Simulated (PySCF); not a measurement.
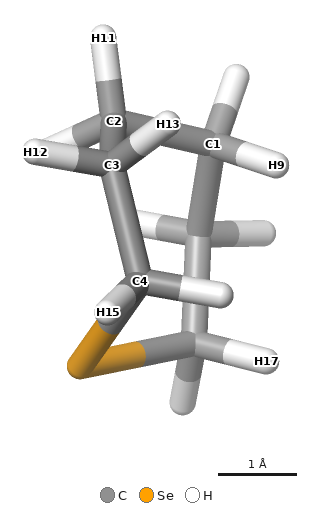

Starting structure of C$_{6}$H$_{12}$Se. A stick model, seen from a free direction.

The start comes from GFN2-xTB. Its atoms were then displaced at random by about 0.01 Å.

Level of theory: PBE0-D3(BJ)/def2-SVP geometry optimisation, gas phase (PySCF 2.14.0, density-fitted response routines).

```xyz
19

C     0.9617   -0.9426   -0.1319
C    -0.5374   -1.3171    0.0284
C    -1.5440   -0.4748   -0.7828
C    -1.3345    1.0352   -0.6066
Se   -0.9363    1.6032    1.2183
C     1.0114    1.3577    1.0678
C     1.4927   -0.0941    1.0345
H     1.5606   -1.8190   -0.2076
H     1.0810   -0.3632   -1.0499
H    -0.8016   -1.2471    1.0978
H    -0.6751   -2.3575   -0.2586
H    -2.5257   -0.7659   -0.4654
H    -1.4475   -0.6892   -1.8489
H    -0.5763    1.4304   -1.2147
H    -2.2957    1.5359   -0.8751
H     1.4397    1.8787    1.9437
H     1.3180    1.8977    0.1632
H     1.2043   -0.5792    1.9772
H     2.5742   -0.0821    0.9789
```

Question: Where does the relaxation end?

Answer: The atom that moves furthest after the best rigid fit is H10 (0.13 Å). Largest moves by element: H 0.13 Å, Se 0.05 Å, C 0.04 Å. Among the contacts that change: C4–H14 1.049 → 1.101 Å, C1–H8 1.064 → 1.102 Å, C3–H12 1.072 → 1.102 Å, C7–H19 1.083 → 1.105 Å. Among the angles between lasting bonds that change: C3–C4–H15 107.2° → 110.8°, C2–C3–C4 112.8° → 116.3°, H8–C1–H9 108.4° → 105.2°. The energy falls by 0.184 eV in 6 geometry steps.

Final geometry:

```xyz
19

C     0.9483   -0.9429   -0.1121
C    -0.5296   -1.3418   -0.0060
C    -1.5352   -0.4603   -0.7449
C    -1.3622    1.0443   -0.5792
Se   -0.9322    1.6554    1.2253
C     0.9959    1.3750    1.0639
C     1.4708   -0.0673    1.0285
H     1.5568   -1.8615   -0.1170
H     1.1490   -0.4563   -1.0842
H    -0.8057   -1.3751    1.0610
H    -0.6563   -2.3707   -0.3802
H    -2.5483   -0.7487   -0.4193
H    -1.4920   -0.6779   -1.8279
H    -0.5548    1.4310   -1.2200
H    -2.2786    1.5775   -0.8726
H     1.4297    1.9004    1.9284
H     1.3159    1.9218    0.1618
H     1.2232   -0.5527    1.9882
H     2.5745   -0.0432    0.9745
```

After the run, drawn alike:

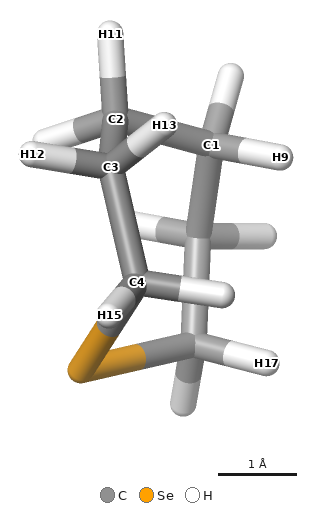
